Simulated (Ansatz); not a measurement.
# GeH (doublet): PBE, r2SCAN, PBE0, B3LYP, wB97M-V, B2PLYP, RPA-PBE over vertical spin and charge gaps, cc-pVTZ, part 2 of 2

Ansatz 0.2.0, Gaussian basis; cc-pVTZ, all electrons in the functionals, frozen cores in the correlation of double hybrids and RPA. Earlier steps stand in the parts before.

## (18) wB97M-V, charge 0, doublet

File in.yaml:

```yaml
crystal:
  periodic: [false, false, false]
  atoms:
    - {symbol: Ge, position_ang: [0.000000, 0.000000, 0.000000]}
    - {symbol: H, position_ang: [0.000000, 0.000000, 1.601240]}
basis:
  gaussian: {orbitals: cc-pVTZ}
magnetization: {spin_polarized: true, initial_magnetization: 1}
hamiltonian: {xc: {name: wB97M-V}}
output: {orbitals: {seedname: orbitals}}
```

The run is started by

```console
$ ansatz run in.yaml --threads 1 --pin off --events-out ev --progress --plain --max-ram 2393MiB
```

The program printed, shortened:

```text
Functional definition: wB97M-V
  name "wB97M-V"
  cite "Mardirossian & Head-Gordon, J. Chem. Phys. 144, 214110 (2016) doi:10.1063/1.4952647"
  cite "Becke, J. Chem. Phys. 107, 8554 (1997) doi:10.1063/1.475007"
  cite "Vydrov & Van Voorhis, J. Chem. Phys. 133, 244103 (2010) doi:10.1063/1.3521275"
  # Of w^i u^j: cxij and so on, Table III.
[...]
  gx(w, u) = 1 - cx + cx01*u + cx10*w
[...]
358 factors; integrals over basis functions are off by at most 1.0e-3 eV
92 factors; integrals over basis functions are off by at most 1.2e-4 eV
[...]
mean field -56530.27145320 eV, -2077.4491583108 hartree, gradient 3.1e-5 eV, S^2 0.752694; 0 other end points of the search recorded, 0 dependent functions left out
reference -56530.27148323 eV, -2077.4491594144 hartree; 17, 16 occupied and 40, 41 virtual orbitals, 358 factors
Total energy: -56530.27148323 eV, -2077.4491594144 hartree
```

Wall time 2.2 s (1 thread of Intel Xeon 6975P-C, shared host).

From the report: ⟨S²⟩ of the determinant 0.753 (pure doublet: 0.75).

## (19) wB97M-V, charge 0, quartet

in.yaml, as its differences from that of step 18:

```diff
@@ -7,3 +7,3 @@
   gaussian: {orbitals: cc-pVTZ}
-magnetization: {spin_polarized: true, initial_magnetization: 1}
+magnetization: {spin_polarized: true, initial_magnetization: 3}
 hamiltonian: {xc: {name: wB97M-V}}
```

Same command.

The program printed, shortened:

```text
Functional definition: wB97M-V
  name "wB97M-V"
  cite "Mardirossian & Head-Gordon, J. Chem. Phys. 144, 214110 (2016) doi:10.1063/1.4952647"
  cite "Becke, J. Chem. Phys. 107, 8554 (1997) doi:10.1063/1.475007"
  cite "Vydrov & Van Voorhis, J. Chem. Phys. 133, 244103 (2010) doi:10.1063/1.3521275"
  # Of w^i u^j: cxij and so on, Table III.
[...]
  gx(w, u) = 1 - cx + cx01*u + cx10*w
[...]
360 factors; integrals over basis functions are off by at most 1.0e-3 eV
92 factors; integrals over basis functions are off by at most 1.2e-4 eV
[...]
mean field -56528.20862404 eV, -2077.3733507375 hartree, gradient 4.6e-5 eV, S^2 3.753263; 0 other end points of the search recorded, 0 dependent functions left out
reference -56528.20865229 eV, -2077.3733517755 hartree; 18, 15 occupied and 39, 42 virtual orbitals, 360 factors
Total energy: -56528.20865229 eV, -2077.3733517755 hartree
```

Run time: 2.1 s. Hardware: 1 thread of Intel Xeon 6975P-C, shared host.

From the report: ⟨S²⟩ of the determinant 3.753 (pure quartet: 3.75).

From charge 0, doublet: +47.6 kcal/mol.

## (20) wB97M-V, charge 1, singlet

File in.yaml:

```yaml
crystal:
  periodic: [false, false, false]
  atoms:
    - {symbol: Ge, position_ang: [0.000000, 0.000000, 0.000000]}
    - {symbol: H, position_ang: [0.000000, 0.000000, 1.601240]}
basis:
  gaussian: {orbitals: cc-pVTZ}
total_charge: 1
hamiltonian: {xc: {name: wB97M-V}}
output: {forces: true, orbitals: {seedname: orbitals}}
```

Launched as before.

The program printed, shortened:

```text
Functional definition: wB97M-V
  name "wB97M-V"
  cite "Mardirossian & Head-Gordon, J. Chem. Phys. 144, 214110 (2016) doi:10.1063/1.4952647"
  cite "Becke, J. Chem. Phys. 107, 8554 (1997) doi:10.1063/1.475007"
  cite "Vydrov & Van Voorhis, J. Chem. Phys. 133, 244103 (2010) doi:10.1063/1.3521275"
  # Of w^i u^j: cxij and so on, Table III.
[...]
  gx(w, u) = 1 - cx + cx01*u + cx10*w
[...]
reference -56522.61151000 eV, -2077.1676605905 hartree; 16, 16 occupied and 41, 41 virtual orbitals, 467 factors
Total energy: -56522.61151000 eV, -2077.1676605905 hartree
Atom 0 at     0.000000     0.000000     0.000000 Å, force    -0.000000    -0.000000     0.366934 eV/Å
Atom 1 at     0.000000     0.000000     1.601240 Å, force     0.000000     0.000000    -0.366934 eV/Å
Dipole moment:    -0.000000    -0.000000     0.059389 e Å
```

It took 1.1 s on 1 thread of Intel Xeon 6975P-C, shared host.

From charge 0, doublet: +176.6 kcal/mol.

## (21) wB97M-V, charge 1, triplet

in.yaml, as its differences from that of step 20:

```diff
@@ -8,3 +8,4 @@
 total_charge: 1
+magnetization: {spin_polarized: true, initial_magnetization: 2}
 hamiltonian: {xc: {name: wB97M-V}}
-output: {forces: true, orbitals: {seedname: orbitals}}
+output: {orbitals: {seedname: orbitals}}
```

Same command.

The program printed, shortened:

```text
Functional definition: wB97M-V
  name "wB97M-V"
  cite "Mardirossian & Head-Gordon, J. Chem. Phys. 144, 214110 (2016) doi:10.1063/1.4952647"
  cite "Becke, J. Chem. Phys. 107, 8554 (1997) doi:10.1063/1.475007"
  cite "Vydrov & Van Voorhis, J. Chem. Phys. 133, 244103 (2010) doi:10.1063/1.3521275"
  # Of w^i u^j: cxij and so on, Table III.
[...]
  gx(w, u) = 1 - cx + cx01*u + cx10*w
[...]
358 factors; integrals over basis functions are off by at most 1.0e-3 eV
92 factors; integrals over basis functions are off by at most 1.2e-4 eV
[...]
mean field -56520.21065705 eV, -2077.0794308720 hartree, gradient 2.5e-5 eV, S^2 2.006429; 0 other end points of the search recorded, 0 dependent functions left out
reference -56520.21068944 eV, -2077.0794320620 hartree; 17, 15 occupied and 40, 42 virtual orbitals, 358 factors
Total energy: -56520.21068944 eV, -2077.0794320620 hartree
```

It took 2.1 s on 1 thread of Intel Xeon 6975P-C, shared host.

From the report: ⟨S²⟩ of the determinant 2.006 (pure triplet: 2.00).

From charge 0, doublet: +232.0 kcal/mol.

## (22) B2PLYP, charge 0, doublet

File in.yaml:

```yaml
crystal:
  periodic: [false, false, false]
  atoms:
    - {symbol: Ge, position_ang: [0.000000, 0.000000, 0.000000]}
    - {symbol: H, position_ang: [0.000000, 0.000000, 1.601240]}
basis:
  gaussian: {orbitals: cc-pVTZ}
magnetization: {spin_polarized: true, initial_magnetization: 1}
hamiltonian: {xc: {name: B2PLYP}}
correlation: {electrons: outside_noble_gas}
```

The command is unchanged.

The program printed, shortened:

```text
Functional definition: B2PLYP
  name "B2PLYP"
  cite "Grimme, J. Chem. Phys. 124, 034108 (2006) doi:10.1063/1.2148954"
  cite "Becke, Phys. Rev. A 38, 3098 (1988) doi:10.1103/PhysRevA.38.3098"
  cite "Lee, Yang & Parr, Phys. Rev. B 37, 785 (1988) doi:10.1103/PhysRevB.37.785"
[...]
358 factors; integrals over basis functions are off by at most 1.0e-3 eV
[...]
mean field -56521.52763657 eV, -2077.1278289765 hartree, gradient 6.1e-6 eV, S^2 0.755638; 2 other end points of the search recorded, 0 dependent functions left out
14 core orbitals not correlated: weight in the atoms' cores, before any rotation towards them, 1.000 or more for the frozen orbitals, at most 0.000 for the correlated occupied ones
reference -56521.52774234 eV, -2077.1278328635 hartree; 3, 2 occupied and 40, 41 virtual orbitals, 358 factors
second order -2.60095546 eV of doubles, -0.00000000 eV of singles
Total energy: -56522.23000031 eV, -2077.1536403680 hartree
```

It took 1.1 s on 1 thread of Intel Xeon 6975P-C, shared host.

From the report: ⟨S²⟩ of the determinant 0.756 (pure doublet: 0.75).

## (23) B2PLYP, charge 0, quartet

in.yaml, as its differences from that of step 22:

```diff
@@ -7,3 +7,3 @@
   gaussian: {orbitals: cc-pVTZ}
-magnetization: {spin_polarized: true, initial_magnetization: 1}
+magnetization: {spin_polarized: true, initial_magnetization: 3}
 hamiltonian: {xc: {name: B2PLYP}}
```

The command is unchanged.

The program printed, shortened:

```text
Functional definition: B2PLYP
  name "B2PLYP"
  cite "Grimme, J. Chem. Phys. 124, 034108 (2006) doi:10.1063/1.2148954"
  cite "Becke, Phys. Rev. A 38, 3098 (1988) doi:10.1103/PhysRevA.38.3098"
  cite "Lee, Yang & Parr, Phys. Rev. B 37, 785 (1988) doi:10.1103/PhysRevB.37.785"
[...]
360 factors; integrals over basis functions are off by at most 1.0e-3 eV
[...]
mean field -56519.64305981 eV, -2077.0585720578 hartree, gradient 3.8e-6 eV, S^2 3.756008; 0 other end points of the search recorded, 0 dependent functions left out
14 core orbitals not correlated: weight in the atoms' cores, before any rotation towards them, 0.999 or more for the frozen orbitals, at most 0.000 for the correlated occupied ones
reference -56519.64316259 eV, -2077.0585758351 hartree; 4, 1 occupied and 39, 42 virtual orbitals, 360 factors
second order -2.13481893 eV of doubles, -0.00000000 eV of singles
Total energy: -56520.21956370 eV, -2077.0797581852 hartree
```

Run time: 0.79 s. Hardware: 1 thread of Intel Xeon 6975P-C, shared host.

From the report: ⟨S²⟩ of the determinant 3.756 (pure quartet: 3.75).

From charge 0, doublet: +46.4 kcal/mol.

## (24) B2PLYP, charge 1, singlet

in.yaml, as its differences from that of step 23:

```diff
@@ -7,3 +7,3 @@
   gaussian: {orbitals: cc-pVTZ}
-magnetization: {spin_polarized: true, initial_magnetization: 3}
+total_charge: 1
 hamiltonian: {xc: {name: B2PLYP}}
```

The command is unchanged.

The program printed, shortened:

```text
Functional definition: B2PLYP
  name "B2PLYP"
  cite "Grimme, J. Chem. Phys. 124, 034108 (2006) doi:10.1063/1.2148954"
  cite "Becke, Phys. Rev. A 38, 3098 (1988) doi:10.1103/PhysRevA.38.3098"
  cite "Lee, Yang & Parr, Phys. Rev. B 37, 785 (1988) doi:10.1103/PhysRevB.37.785"
[...]
358 factors; integrals over basis functions are off by at most 1.0e-3 eV
[...]
mean field -56513.95906907 eV, -2076.8496892509 hartree, gradient 8.4e-7 eV, S^2 0.000000; 0 other end points of the search recorded, 0 dependent functions left out
14 core orbitals not correlated: weight in the atoms' cores, before any rotation towards them, 1.000 or more for the frozen orbitals, at most 0.000 for the correlated occupied ones
reference -56513.95917836 eV, -2076.8496932674 hartree; 2, 2 occupied and 41, 41 virtual orbitals, 358 factors
second order -2.23632640 eV of doubles, -0.00000000 eV of singles
Total energy: -56514.56298649 eV, -2076.8718828069 hartree
```

Run time: 0.57 s. Hardware: 1 thread of Intel Xeon 6975P-C, shared host.

From charge 0, doublet: +176.8 kcal/mol.

## (25) B2PLYP, charge 1, triplet

in.yaml, as its differences from that of step 24:

```diff
@@ -8,2 +8,3 @@
 total_charge: 1
+magnetization: {spin_polarized: true, initial_magnetization: 2}
 hamiltonian: {xc: {name: B2PLYP}}
```

Same command.

The program printed, shortened:

```text
Functional definition: B2PLYP
  name "B2PLYP"
  cite "Grimme, J. Chem. Phys. 124, 034108 (2006) doi:10.1063/1.2148954"
  cite "Becke, Phys. Rev. A 38, 3098 (1988) doi:10.1103/PhysRevA.38.3098"
  cite "Lee, Yang & Parr, Phys. Rev. B 37, 785 (1988) doi:10.1103/PhysRevB.37.785"
[...]
358 factors; integrals over basis functions are off by at most 1.0e-3 eV
[...]
mean field -56511.79496262 eV, -2076.7701598057 hartree, gradient 2.9e-6 eV, S^2 2.012263; 1 other end points of the search recorded, 0 dependent functions left out
14 core orbitals not correlated: weight in the atoms' cores, before any rotation towards them, 1.000 or more for the frozen orbitals, at most 0.000 for the correlated occupied ones
reference -56511.79507219 eV, -2076.7701638324 hartree; 3, 1 occupied and 40, 42 virtual orbitals, 358 factors
second order -1.64833712 eV of doubles, -0.00000000 eV of singles
Total energy: -56512.24012321 eV, -2076.7865191558 hartree
```

Wall time 0.96 s (1 thread of Intel Xeon 6975P-C, shared host).

From the report: ⟨S²⟩ of the determinant 2.012 (pure triplet: 2.00).

From charge 0, doublet: +230.4 kcal/mol.

## (26) RPA-PBE, charge 0, doublet

File in.yaml:

```yaml
crystal:
  periodic: [false, false, false]
  atoms:
    - {symbol: Ge, position_ang: [0.000000, 0.000000, 0.000000]}
    - {symbol: H, position_ang: [0.000000, 0.000000, 1.601240]}
basis:
  gaussian: {orbitals: cc-pVTZ}
magnetization: {spin_polarized: true, initial_magnetization: 1}
hamiltonian: {xc: {name: PBE}}
correlation: {method: rpa, electrons: outside_noble_gas}
```

Same command.

The program printed, shortened:

```text
Functional definition: PBE
  name "PBE"
  cite "Perdew, Burke & Ernzerhof, Phys. Rev. Lett. 77, 3865 (1996) doi:10.1103/PhysRevLett.77.3865"
  parent pbe
[...]
358 factors; integrals over basis functions are off by at most 1.0e-3 eV
[...]
mean field -56524.77393806 eV, -2077.2471283558 hartree, gradient 7.4e-7 eV, S^2 0.752775; 4 other end points of the search recorded, 0 dependent functions left out
14 core orbitals not correlated: weight in the atoms' cores, before any rotation towards them, 0.999 or more for the frozen orbitals, at most 0.000 for the correlated occupied ones
reference -56488.49469500 eV, -2075.9138907643 hartree; 3, 2 occupied and 40, 41 virtual orbitals, 358 factors
Total energy: -56493.35026347 eV, -2076.0923296145 hartree
```

It took 0.99 s on 1 thread of Intel Xeon 6975P-C, shared host.

From the report: ⟨S²⟩ of the determinant 0.753 (pure doublet: 0.75).

## (27) RPA-PBE, charge 0, quartet

in.yaml, as its differences from that of step 26:

```diff
@@ -7,3 +7,3 @@
   gaussian: {orbitals: cc-pVTZ}
-magnetization: {spin_polarized: true, initial_magnetization: 1}
+magnetization: {spin_polarized: true, initial_magnetization: 3}
 hamiltonian: {xc: {name: PBE}}
```

Launched as before.

The program printed, shortened:

```text
Functional definition: PBE
  name "PBE"
  cite "Perdew, Burke & Ernzerhof, Phys. Rev. Lett. 77, 3865 (1996) doi:10.1103/PhysRevLett.77.3865"
  parent pbe
[...]
360 factors; integrals over basis functions are off by at most 1.0e-3 eV
[...]
mean field -56522.83986192 eV, -2077.1760523687 hartree, gradient 5.6e-6 eV, S^2 3.751897; 0 other end points of the search recorded, 0 dependent functions left out
14 core orbitals not correlated: weight in the atoms' cores, before any rotation towards them, 0.998 or more for the frozen orbitals, at most 0.001 for the correlated occupied ones
reference -56487.21047512 eV, -2075.8666965543 hartree; 4, 1 occupied and 39, 42 virtual orbitals, 360 factors
Total energy: -56491.35331644 eV, -2076.0189431647 hartree
```

It took 0.6 s on 1 thread of Intel Xeon 6975P-C, shared host.

From the report: ⟨S²⟩ of the determinant 3.752 (pure quartet: 3.75).

From charge 0, doublet: +46.1 kcal/mol.

## (28) RPA-PBE, charge 1, singlet

in.yaml, as its differences from that of step 27:

```diff
@@ -7,3 +7,3 @@
   gaussian: {orbitals: cc-pVTZ}
-magnetization: {spin_polarized: true, initial_magnetization: 3}
+total_charge: 1
 hamiltonian: {xc: {name: PBE}}
```

Same command.

The program printed, shortened:

```text
Functional definition: PBE
  name "PBE"
  cite "Perdew, Burke & Ernzerhof, Phys. Rev. Lett. 77, 3865 (1996) doi:10.1103/PhysRevLett.77.3865"
  parent pbe
[...]
358 factors; integrals over basis functions are off by at most 1.0e-3 eV
[...]
mean field -56517.00521333 eV, -2076.9616329879 hartree, gradient 1.6e-6 eV, S^2 0.000000; 0 other end points of the search recorded, 0 dependent functions left out
14 core orbitals not correlated: weight in the atoms' cores, before any rotation towards them, 0.999 or more for the frozen orbitals, at most 0.000 for the correlated occupied ones
reference -56481.22848540 eV, -2075.6468624869 hartree; 2, 2 occupied and 41, 41 virtual orbitals, 358 factors
Total energy: -56485.43223787 eV, -2075.8013475405 hartree
```

It took 0.45 s on 1 thread of Intel Xeon 6975P-C, shared host.

From charge 0, doublet: +182.6 kcal/mol.

## (29) RPA-PBE, charge 1, triplet

in.yaml, as its differences from that of step 28:

```diff
@@ -8,2 +8,3 @@
 total_charge: 1
+magnetization: {spin_polarized: true, initial_magnetization: 2}
 hamiltonian: {xc: {name: PBE}}
```

The command is unchanged.

The program printed, shortened:

```text
Functional definition: PBE
  name "PBE"
  cite "Perdew, Burke & Ernzerhof, Phys. Rev. Lett. 77, 3865 (1996) doi:10.1103/PhysRevLett.77.3865"
  parent pbe
[...]
358 factors; integrals over basis functions are off by at most 1.0e-3 eV
[...]
mean field -56514.73674304 eV, -2076.8782682424 hartree, gradient 6.1e-6 eV, S^2 2.004075; 4 other end points of the search recorded, 0 dependent functions left out
14 core orbitals not correlated: weight in the atoms' cores, before any rotation towards them, 0.999 or more for the frozen orbitals, at most 0.000 for the correlated occupied ones
reference -56479.50153397 eV, -2075.5833981922 hartree; 3, 1 occupied and 40, 42 virtual orbitals, 358 factors
Total energy: -56483.13760573 eV, -2075.7170213647 hartree
```

Run time: 1.1 s. Hardware: 1 thread of Intel Xeon 6975P-C, shared host.

From the report: ⟨S²⟩ of the determinant 2.004 (pure triplet: 2.00).

From charge 0, doublet: +235.5 kcal/mol.

## (30) The comparison

The yardstick is full CI for this spin, exact in this basis with these frozen cores. It and the other wave-function rows come from earlier runs at the same points. Energies in kcal/mol, counted from charge 0, doublet; blanks weren't run or aren't comparable.

| level | doublet to quartet | ionisation to the singlet cation | ionisation to the triplet cation |
| --- | --- | --- | --- |
| FCI | 41.5 | 176.1 | 229.6 |
| PBE | 44.6 | 179.2 | 231.5 |
| r2SCAN | 39.9 | 183.7 | 230.9 |
| PBE0 | 42.8 | 180.2 | 230.9 |
| B3LYP | 49.4 | 180.0 | 234.8 |
| wB97M-V | 47.6 | 176.6 | 232.0 |
| B2PLYP | 46.4 | 176.8 | 230.4 |
| RPA-PBE | 46.1 | 182.6 | 235.5 |
| RHF | 27.6 | 165.6 | 208.9 |
| UHF | 28.2 | 168.1 | 207.0 |
| RMP2 | 39.2 | 174.8 | 226.0 |
| UMP2 | 38.3 | 174.6 | 225.3 |
| RCCSD | 41.5 | 175.1 | 228.9 |
| RCCSD(T) | 41.5 | 175.9 | 229.5 |
| UCCSD(T) | 41.0 | 176.0 | 229.2 |
| RCCSDT(Q) | 41.4 | 176.1 | 229.6 |
| UCCSDT(Q) | 41.0 | 176.1 | 229.3 |
| CASSCF valence | 35.6 | 156.0 | 211.1 |
| NEVPT2 valence | 40.2 | 171.6 | 223.9 |
| MRCISD+Q valence | 42.3 | 176.3 | 229.5 |

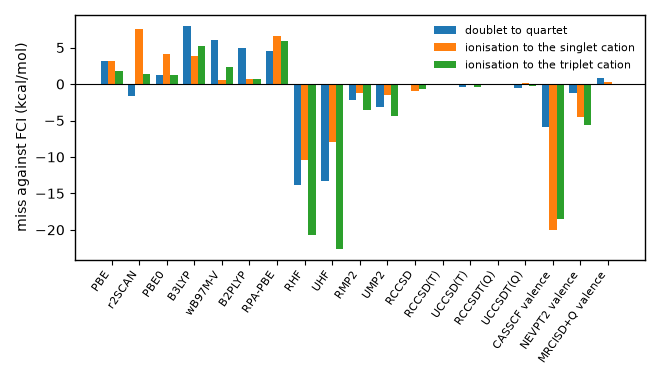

Misses of the gaps against FCI.

Largest miss and mean time a point (FCI took 26 s a point; shared hosts):

| level | largest miss (kcal/mol) | where | time a point |
| --- | --- | --- | --- |
| PBE | +3.1 | doublet to quartet | 0.47 s |
| r2SCAN | +7.6 | ionisation to the singlet cation | 1.1 s |
| PBE0 | +4.2 | ionisation to the singlet cation | 0.62 s |
| B3LYP | +8.0 | doublet to quartet | 0.69 s |
| wB97M-V | +6.1 | doublet to quartet | 1.9 s |
| B2PLYP | +4.9 | doublet to quartet | 0.86 s |
| RPA-PBE | +6.5 | ionisation to the singlet cation | 0.79 s |
| RHF | -20.8 | ionisation to the triplet cation |  |
| UHF | -22.6 | ionisation to the triplet cation |  |
| RMP2 | -3.6 | ionisation to the triplet cation |  |
| UMP2 | -4.3 | ionisation to the triplet cation |  |
| RCCSD | -1.0 | ionisation to the singlet cation |  |
| RCCSD(T) | -0.2 | ionisation to the singlet cation | 0.75 s |
| UCCSD(T) | -0.5 | doublet to quartet | 0.92 s |
| RCCSDT(Q) | 0.0 | ionisation to the triplet cation | 4.5 s |
| UCCSDT(Q) | -0.5 | doublet to quartet | 5.5 s |
| CASSCF valence | -20.1 | ionisation to the singlet cation |  |
| NEVPT2 valence | -5.7 | ionisation to the triplet cation | 0.79 s |
| MRCISD+Q valence | +0.8 | doublet to quartet | 1.1 s |

## (31) What came out

This closing draws on all 2 parts.

| quantity | value |
| --- | --- |
| doublet to quartet, FCI | 41.5 kcal/mol |
| ionisation to the singlet cation, FCI | 176.1 kcal/mol |
| ionisation to the triplet cation, FCI | 229.6 kcal/mol |
| largest miss, PBE | +3.1 kcal/mol (doublet to quartet) |
| largest miss, r2SCAN | +7.6 kcal/mol (ionisation to the singlet cation) |
| largest miss, PBE0 | +4.2 kcal/mol (ionisation to the singlet cation) |
| largest miss, B3LYP | +8.0 kcal/mol (doublet to quartet) |
| largest miss, wB97M-V | +6.1 kcal/mol (doublet to quartet) |
| largest miss, B2PLYP | +4.9 kcal/mol (doublet to quartet) |
| largest miss, RPA-PBE | +6.5 kcal/mol (ionisation to the singlet cation) |
| largest miss, RCCSD(T) | -0.2 kcal/mol (ionisation to the singlet cation) |
| largest miss, UCCSD(T) | -0.5 kcal/mol (doublet to quartet) |

**Reading.** Of the functionals, PBE keep the smallest largest miss at the points compared (at most 3.1 kcal/mol) and B3LYP strays most (8.0 kcal/mol, at doublet to quartet). Functionals and the yardstick converge differently with the basis, so part of each miss in cc-pVTZ is the basis.
